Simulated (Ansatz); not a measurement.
# Geometry relaxation of GaH₃

GaH₃, computed with RKS PBE0-D4/def2-TZVP (Ansatz 0.2.0).

Figures and captions count atoms from 1; the log counts them from 0 in places.

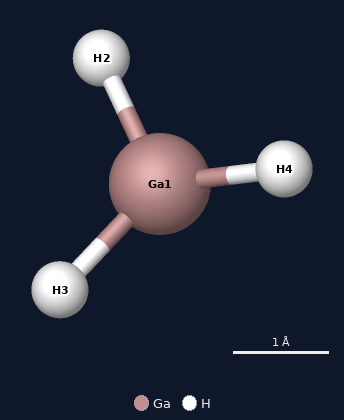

**Figure 1.** The input geometry (ball-and-stick view, seen at a tilt; atoms are numbered from 1 in the order of the input). Sticks mark near contacts.

### Key numbers

```json
{"quantity": "outcome", "value": "converged"}
{"quantity": "total energy", "value": "−52418.9663 eV"}
{"quantity": "mean-field energy", "value": "−52418.9380 eV"}
{"quantity": "dispersion energy", "value": "−0.0283 eV"}
{"quantity": "SCF solution under orbital rotations", "value": "stable"}
{"quantity": "largest force (length of the vector) at the end", "value": "under 0.001 eV/Å"}
{"quantity": "dipole moment", "value": "0.00 D"}
{"quantity": "hardware", "value": "4 threads of Arm Neoverse V1, 23 GiB of memory available, shared host"}
{"quantity": "wall time", "value": "1.8 s (CPU time 5.7 s)"}
{"quantity": "peak memory", "value": "0.48 GiB"}
```

### Input
```yaml
crystal:
  periodic: [false, false, false]
  atoms:
    - {symbol: Ga, position_ang: [-1.010163, 0.622380, -1.283838]}
    - {symbol: H, position_ang: [0.309522, 1.513144, -1.214953]}
    - {symbol: H, position_ang: [-0.846803, -0.788061, -1.989691]}
    - {symbol: H, position_ang: [-2.387670, 1.382490, -1.432413]}
basis:
  gaussian: {orbitals: def2-TZVP}
hamiltonian: {xc: pbe0, dispersion: d4}
relax: {f_tol: 0.005, max_steps: 200}
```

Command:
```bash
ansatz run in.yaml --threads 4 --pin off --events-out ev --progress --plain --max-ram 9574MiB
```

### Output
```
Functional definition: PBE0
  name "PBE0"
  cite "Adamo & Barone, J. Chem. Phys. 110, 6158 (1999) doi:10.1063/1.478522"
  cite "Perdew, Burke & Ernzerhof, Phys. Rev. Lett. 77, 3865 (1996) doi:10.1103/PhysRevLett.77.3865"
  parent pbe
  parameter a = 0.25
  parameter kappa = 0.804
  parameter beta = 0.06672455060314922
  exchange = (1 - a)*pbe_x(kappa = kappa, mu = beta*pi^2/3) + a*exact_x
  correlation = pbe_c(beta = beta)
545 factors; their error is unknown
mean field evaluation 1: about -52417.8766 eV, gradient 2.2e1 eV
mean field evaluation 2: about -52417.9597 eV, gradient 2.7e1 eV
mean field evaluation 4: about -52418.5333 eV, gradient 3.6e-1 eV
mean field evaluation 8: about -52418.7223 eV, gradient 2.1e-3 eV
mean field -52418.72231994 eV, -1926.3525145716 hartree, gradient 7.2e-5 eV, S^2 0.000000; 0 other end points of the search recorded, 0 dependent functions left out
the calculation of the forces begins
reference -52418.72234641 eV, -1926.3525155444 hartree; 17, 17 occupied and 49, 49 virtual orbitals, 545 factors
relax step   1: F+E_penalty+E_count = -52418.75059270 eV  Δ(F+E_penalty+E_count) = +0.000e0 eV  max|allowed force component| = 1.490e0 eV/Å  Δτ_max = 0.0000 Å  (19 SCF iters, accepted)
these checks for a lower state are left out or cut short: starts, cluster_reference, orbital_swaps, neighbouring_geometries, increment
545 factors; their error is unknown
mean field evaluation 16: about -52418.9256 eV, gradient 1.3e-4 eV
mean field -52418.92562878 eV, -1926.3599860338 hartree, gradient 8.7e-6 eV, S^2 0.000000; 0 other end points of the search recorded, 0 dependent functions left out
the calculation of the forces begins
reference -52418.92565552 eV, -1926.3599870164 hartree; 17, 17 occupied and 49, 49 virtual orbitals, 545 factors
relax step   2: F+E_penalty+E_count = -52418.95381104 eV  Δ(F+E_penalty+E_count) = -2.032e-1 eV  max|allowed force component| = 3.004e-1 eV/Å  Δτ_max = 0.1964 Å  (25 SCF iters, accepted)
these checks for a lower state are left out or cut short: starts, cluster_reference, orbital_swaps, neighbouring_geometries, increment
545 factors; their error is unknown
mean field -52418.93721461 eV, -1926.3604118050 hartree, gradient 4.8e-5 eV, S^2 0.000000; 0 other end points of the search recorded, 0 dependent functions left out
the calculation of the forces begins
reference -52418.93724139 eV, -1926.3604127894 hartree; 17, 17 occupied and 49, 49 virtual orbitals, 545 factors
relax step   3: F+E_penalty+E_count = -52418.96545314 eV  Δ(F+E_penalty+E_count) = -1.164e-2 eV  max|allowed force component| = 8.263e-2 eV/Å  Δτ_max = 0.0207 Å  (21 SCF iters, accepted)
these checks for a lower state are left out or cut short: starts, cluster_reference, orbital_swaps, neighbouring_geometries, increment
545 factors; their error is unknown
mean field -52418.93797181 eV, -1926.3604396317 hartree, gradient 4.7e-5 eV, S^2 0.000000; 0 other end points of the search recorded, 0 dependent functions left out
the calculation of the forces begins
reference -52418.93799861 eV, -1926.3604406167 hartree; 17, 17 occupied and 49, 49 virtual orbitals, 545 factors
relax step   4: F+E_penalty+E_count = -52418.96622890 eV  Δ(F+E_penalty+E_count) = -7.758e-4 eV  max|allowed force component| = 5.245e-3 eV/Å  Δτ_max = 0.0059 Å  (21 SCF iters, accepted)
these checks for a lower state are left out or cut short: starts, cluster_reference, orbital_swaps, neighbouring_geometries, increment
545 factors; their error is unknown
mean field evaluation 32: about -52418.9380 eV, gradient 4.1e-6 eV
mean field -52418.93797364 eV, -1926.3604396991 hartree, gradient 4.1e-6 eV, S^2 0.000000; 0 other end points of the search recorded, 0 dependent functions left out
the calculation of the forces begins
reference -52418.93800045 eV, -1926.3604406841 hartree; 17, 17 occupied and 49, 49 virtual orbitals, 545 factors
relax step   5: F+E_penalty+E_count = -52418.96623200 eV  Δ(F+E_penalty+E_count) = -3.105e-6 eV  max|allowed force component| = 1.087e-4 eV/Å  Δτ_max = 0.0004 Å  (16 SCF iters, accepted)
```

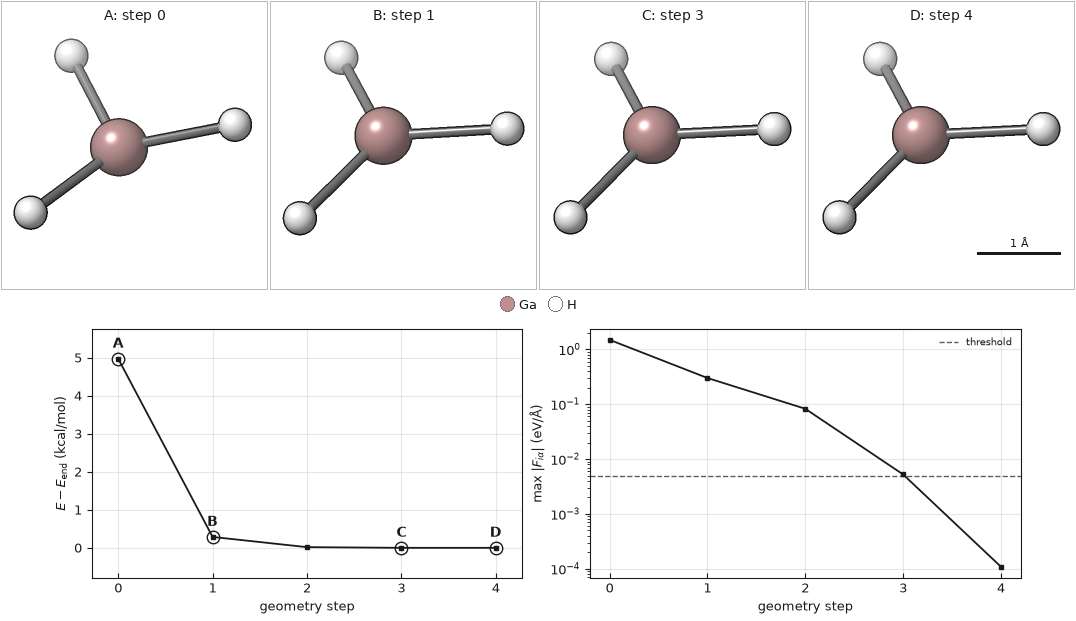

**Figure 2.** Frames of the relaxation (ball-and-stick view, seen at a tilt) above the curves, on which the letters mark them (the first geometry is step 0 here and step 1 in the log).

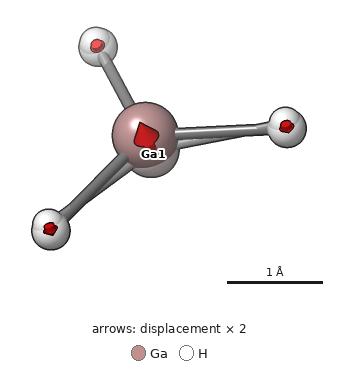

**Figure 3.** Start (faint) and end (solid) with the displacements as red arrows, magnified 2 times (ball-and-stick view, seen at a tilt). The two geometries are laid on each other by the best rigid fit. The atom that moves furthest after the best rigid fit is Ga1 (0.21 Å). By element the largest moves are Ga 0.21 Å, H 0.07 Å. Among the contacts that change: Ga1–H2 1.594 → 1.568 Å, Ga1–H4 1.580 → 1.568 Å. Among the angles that change: H2–Ga1–H3 115.5° → 120.0°, H2–Ga1–H4 117.2° → 120.0°. Over 4 geometry steps the energy falls by 4.97 kcal/mol. The largest force component goes from 1.5 to 0.00011 eV/Å. (Atoms are counted from 1 in the order of the input.)

```
545 factors; their error is unknown
mean field -52418.93797364 eV, -1926.3604396991 hartree, gradient 1.1e-5 eV, S^2 0.000000; 1 other end points of the search recorded, 0 dependent functions left out
the calculation of the forces begins
reference -52418.93800045 eV, -1926.3604406841 hartree; 17, 17 occupied and 49, 49 virtual orbitals, 545 factors
Total energy: -52418.96625881 eV, -1926.3614791597 hartree
Atom 0 at    -0.983778     0.682484    -1.480221 Å, force    -0.000109     0.000011    -0.000022 eV/Å
Atom 1 at     0.308528     1.505749    -1.145447 Å, force     0.000031    -0.000001     0.000008 eV/Å
Atom 2 at    -0.865001    -0.816141    -1.927340 Å, force     0.000029     0.000002     0.000008 eV/Å
Atom 3 at    -2.394863     1.357862    -1.367887 Å, force     0.000049    -0.000012     0.000006 eV/Å
Dipole moment:     0.000002    -0.000005     0.000003 e Å
```

### Trajectory as extended XYZ (Å, eV, eV/Å), 5 frames, from step=1 to step=5
```
4
Properties=species:S:1:pos:R:3:forces:R:3 step=1 energy=-52418.75059
Ga   -1.0102    0.6224   -1.2838    0.3033   0.4780  -1.4898
H     0.3095    1.5131   -1.2150   -0.2073  -0.2267   0.4810
H    -0.8468   -0.7881   -1.9897   -0.0961  -0.0623   0.5247
H    -2.3877    1.3825   -1.4324    0.0001  -0.1890   0.4841
4
Properties=species:S:1:pos:R:3:forces:R:3 step=2 energy=-52418.95381
Ga   -0.9886    0.6796   -1.4705    0.0501   0.0251  -0.0758
H     0.3282    1.5151   -1.1450   -0.2840  -0.1726  -0.0421
H    -0.8573   -0.8369   -1.9368   -0.0479   0.3004   0.1169
H    -2.4174    1.3722   -1.3687    0.2818  -0.1529   0.0009
4
Properties=species:S:1:pos:R:3:forces:R:3 step=3 energy=-52418.96545
Ga   -0.9846    0.6829   -1.4817    0.0149  -0.0035   0.0119
H     0.3135    1.5082   -1.1439   -0.0756  -0.0450  -0.0226
H    -0.8637   -0.8219   -1.9285   -0.0097   0.0826   0.0205
H    -2.4003    1.3607   -1.3668    0.0704  -0.0341  -0.0097
4
Properties=species:S:1:pos:R:3:forces:R:3 step=4 energy=-52418.96623
Ga   -0.9838    0.6825   -1.4802    0.0005   0.0000   0.0002
H     0.3088    1.5059   -1.1454   -0.0047  -0.0029  -0.0012
H    -0.8649   -0.8165   -1.9274   -0.0005   0.0052   0.0015
H    -2.3952    1.3580   -1.3678    0.0047  -0.0023  -0.0004
4
Properties=species:S:1:pos:R:3:forces:R:3 step=5 energy=-52418.96623
Ga   -0.9838    0.6825   -1.4802   -0.0001   0.0000   0.0000
H     0.3085    1.5057   -1.1454    0.0000   0.0000   0.0000
H    -0.8650   -0.8161   -1.9273    0.0000   0.0000   0.0000
H    -2.3949    1.3579   -1.3679    0.0000   0.0000   0.0000
```
